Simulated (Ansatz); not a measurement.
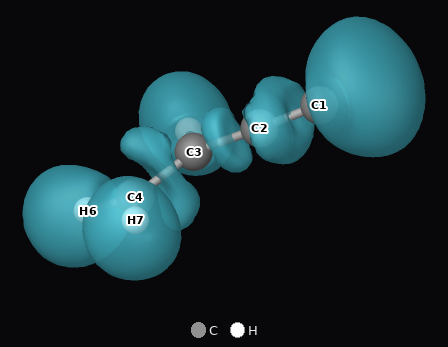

*C4H3 (charge −1). Isosurface of the electron localisation function at 0.8 (cyan), seen at an oblique angle. Only the valence region is drawn (cores and ρ < 0.01 e/Å³ removed).*

Geometry: r2SCAN-D4/def2-SVPD.

Method: isolated molecule in a Gaussian basis; Kohn-Sham density functional theory, functional PBE0 in Ansatz.

The calculation's input:

```
basis:
  gaussian: {orbitals: def2-TZVPD}
crystal:
  periodic: [false, false, false]
  atoms:
    - {symbol: C, position_ang: [-0.417828, -0.343036, -2.829787]}
    - {symbol: C, position_ang: [-0.084947, -0.237626, -1.620493]}
    - {symbol: C, position_ang: [0.350598, -0.066769, -0.288830]}
    - {symbol: C, position_ang: [-0.160700, -0.622939, 0.844459]}
    - {symbol: H, position_ang: [1.217648, 0.603675, -0.142819]}
    - {symbol: H, position_ang: [0.275757, -0.405035, 1.824507]}
    - {symbol: H, position_ang: [-1.018550, -1.299844, 0.802811]}
total_charge: -1
hamiltonian: {xc: {name: PBE0}}
output: {forces: true, orbitals: {seedname: orbitals}}
```

Launched as:

```sh
ansatz run input.yaml --threads 2 --pin off --max-ram 4350MiB --events-out events.jsonl --progress --plain --runs-dir runs
```

> Describe the localisation domains.

The ELF exceeds this value in three regions between bonded C–C atoms (shared pairs), three regions around hydrogen nuclei and one lobe on C, pointing away from the bonds (lone pairs). Profiles from the grid: C–C (1.26 Å): the ELF peaks at about 0.90 between the atoms: a multiple bond. C–H (1.09 Å): the ELF climbs to about 1 towards the hydrogen, as it does in any bond to H; a covalent bond by its length.
